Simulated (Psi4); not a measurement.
# SiHF (SMILES F[SiH]): wB97X-V/def2-TZVPPD

Aim: the vertical ionisation energy of SiHF at wB97X-V/def2-TZVPPD, from 2 runs. 

Program for the calculation: Psi4 1.11.

### Step 1. The system as given

SiHF has 3 atoms, charge 0, and is taken as a singlet. SMILES: `F[SiH]`. Geometry: relaxed at PBE0-D4/def2-TZVP.

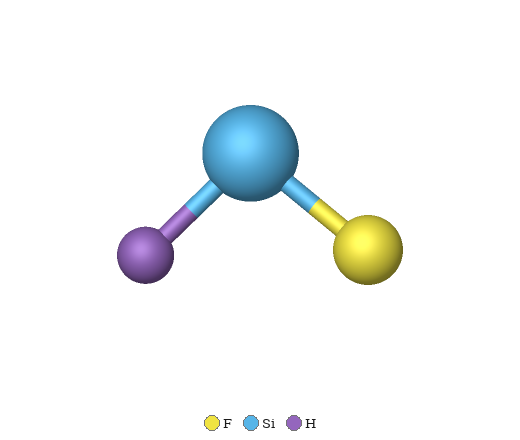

The structure, seen from a chosen angle (fluorine yellow, silicon blue, hydrogen purple).

### Step 2. The energy at wB97X-V/def2-TZVPPD

File input.in:

```
memory 1600 mb

molecule system {
  0 1
  F     -1.090200     0.024400    -0.602300
  Si     0.186800     0.629400     0.173800
  H      0.892400    -0.718600     0.415300
  symmetry c1
  no_reorient
  no_com
}

set basis def2-TZVPPD
set puream true
set e_convergence 1e-09
set d_convergence 1e-08
set scf_type pk
set dft_radial_points 99
set dft_spherical_points 590

result = energy('wb97x-v')
```

Command:

```bash
$ psi4 -i input.in -o input.out -n 1
```

input.out:

```text
[...]
  Running in c1 symmetry.
[...]
  Nuclear repulsion =   48.194575348987868
[...]
  Multiplicity = 1
[...]
  Nalpha       = 12
  Nbeta        = 12
[...]
    Number of basis functions: 105
[...]
   @RKS iter   1:  -389.85712981915833   -6.12214e-01   3.88843e-03 DIIS/ADIIS
[...]
   @RKS iter  11:  -389.90299822523542   -5.51381e-12   2.41099e-09 DIIS
[...]
    Orbital Energies [Eh]
    ---------------------
    Doubly Occupied:
       1A    -66.189376     2A    -24.762918     3A     -5.433057
       4A     -3.787552     5A     -3.782464     6A     -3.776817
       7A     -1.323047     8A     -0.665545     9A     -0.571236
      10A     -0.564180    11A     -0.515911    12A     -0.341596
[...]
  @RKS Final Energy:  -389.90299822523542
   => Energetics <=
    Nuclear Repulsion Energy =             48.1945753489878683
    One-Electron Energy =                -636.8898152046396035
    Two-Electron Energy =                 222.1058185147756490
    DFT Exchange-Correlation Energy =     -23.4152430502744231
    Empirical Dispersion Energy =           0.0000000000000000
    VV10 Nonlocal Energy =                  0.1016661659150356
    Total Energy =                       -389.9029982252354216
[...]
 Multipole Moments:
 ------------------------------------------------------------------------------------
     Multipole            Electronic (a.u.)      Nuclear  (a.u.)        Total (a.u.)
 ------------------------------------------------------------------------------------
 L = 1.  Multiply by 2.5417464519 to convert [e a0] to [Debye]
 Dipole X            :         12.2381972          -11.9132114            0.3249858
 Dipole Y            :        -15.6689676           15.7085374            0.0395698
 Dipole Z            :          5.0455258           -4.8607535            0.1847723
 Magnitude           :                                                    0.3759286
[...]
```

Run time: 18 s. Hardware: 1 thread of Intel Xeon 6975P-C (Granite Rapids), shared host; peak memory 0.71 GiB.

### Step 3. The doublet cation

File job.json:

```json
{
 "schema_name": "qcschema_input",
 "schema_version": 1,
 "molecule": {
  "schema_name": "qcschema_molecule",
  "schema_version": 2,
  "symbols": ["F", "Si", "H"],
  "geometry": [-2.06017942, 0.04610932, -1.13818204, 0.35300084, 1.18939362, 0.3284344, 1.68639159, -1.35795719, 0.78480326],
  "molecular_charge": 1,
  "molecular_multiplicity": 2,
  "fix_symmetry": "c1",
  "fix_com": true,
  "fix_orientation": true
 },
 "driver": "energy",
 "model": {
  "method": "wb97x-v",
  "basis": "def2-TZVPPD"
 },
 "keywords": {
  "reference": "uks",
  "puream": true,
  "e_convergence": 1e-09,
  "d_convergence": 1e-08,
  "scf_type": "pk",
  "dft_radial_points": 99,
  "dft_spherical_points": 590,
  "maxiter": 200
 }
}
```

Command:

```bash
$ psi4 --qcschema job.json -n 1 --memory 1600MB
```

stdout:

```text
[...]
  Running in c1 symmetry.
[...]
  Nuclear repulsion =   48.194575458699973
[...]
  Multiplicity = 2
[...]
  Nalpha       = 12
  Nbeta        = 11
[...]
    Number of basis functions: 105
[...]
   @UKS iter   1:  -389.48190124751272   -2.36985e-01   3.78011e-03 DIIS/ADIIS
[...]
   @UKS iter  13:  -389.54856413592734   -3.86535e-12   3.19886e-09 DIIS
[...]
   @S^2 Observed:                7.580115665E-01
[...]
    Orbital Energies [Eh]
    ---------------------
    Alpha Occupied:
       1A    -66.543755     2A    -25.040666     3A     -5.781725
       4A     -4.135887     5A     -4.130976     6A     -4.128443
       7A     -1.592415     8A     -0.952665     9A     -0.850179
      10A     -0.824756    11A     -0.808625    12A     -0.675658
    Alpha Virtual:
      13A     -0.293105    14A     -0.190267    15A     -0.121304
      16A     -0.095941    17A     -0.061158    18A     -0.035616
      19A     -0.021964    20A     -0.017266    21A     -0.015297
      22A     -0.000741    23A      0.020739    24A      0.042689
      25A      0.076606    26A      0.102724    27A      0.108523
[...]
  @UKS Final Energy:  -389.54856413592734
   => Energetics <=
    Nuclear Repulsion Energy =             48.1945754586999726
    One-Electron Energy =                -629.5394037627399939
    Two-Electron Energy =                 214.9641800346215632
    DFT Exchange-Correlation Energy =     -23.2664475844755465
    Empirical Dispersion Energy =           0.0000000000000000
    VV10 Nonlocal Energy =                  0.0985317179666773
    Total Energy =                       -389.5485641359272790
[...]
 Multipole Moments:
 ------------------------------------------------------------------------------------
     Multipole            Electronic (a.u.)      Nuclear  (a.u.)        Total (a.u.)
 ------------------------------------------------------------------------------------
 L = 1.  Multiply by 2.5417464519 to convert [e a0] to [Debye]
 Dipole X            :         12.7224455          -11.9132114            0.8092340
 Dipole Y            :        -14.5242119           15.7085374            1.1843255
 Dipole Z            :          5.4418314           -4.8607535            0.5810779
 Magnitude           :                                                    1.5476234
[...]
```

The result, in JSON:

```text
{
 "driver": "energy",
 "model": {
  "method": "wb97x-v",
  "basis": "def2-TZVPPD"
 },
 "success": true,
 "return_result": -389.54856413592734,
 "properties": {
  "calcinfo_nbasis": 105,
  "calcinfo_nmo": 105,
  "calcinfo_nalpha": 12,
  "calcinfo_nbeta": 11,
  "calcinfo_natom": 3,
  "nuclear_repulsion_energy": 48.19457545869997,
  "return_energy": -389.54856413592734,
  "scf_one_electron_energy": -629.53940376274,
  "scf_two_electron_energy": 214.96418003462156,
  "scf_vv10_energy": 0.09853171796667728,
  "scf_xc_energy": -23.266447584475547,
  "scf_dipole_moment": [0.8092340385055135, 1.1843254727119383, 0.581077910289717],
  "scf_total_energy": -389.54856413592734,
  "scf_iterations": 13
 }
}
```

It took 25 s on 1 thread of Intel Xeon 6975P-C (Granite Rapids), shared host; peak memory 0.72 GiB.

### Step 4. Outcome

At wB97X-V/def2-TZVPPD:

```
                                          quantity          value
                        singlet SiHF: total energy  -389.90300 Eh
                       singlet SiHF: dipole moment         0.96 D
                         singlet SiHF: HOMO energy       -9.30 eV
                         singlet SiHF: LUMO energy       -0.53 eV
                       singlet SiHF: HOMO–LUMO gap        8.77 eV
                      doublet cation: total energy  -389.54856 Eh
doublet cation: HOMO energy (highest over α and β)      -18.39 eV
 doublet cation: LUMO energy (lowest over α and β)      -10.06 eV
                              doublet cation: ⟨S²⟩          0.758
vertical ionisation energy (to the doublet cation)       9.645 eV
```

In words: Removing an electron at fixed nuclei costs 9.64 eV (931 kJ/mol). −ε(HOMO) before ionisation, 9.30 eV, is 0.35 eV below this ionisation energy.
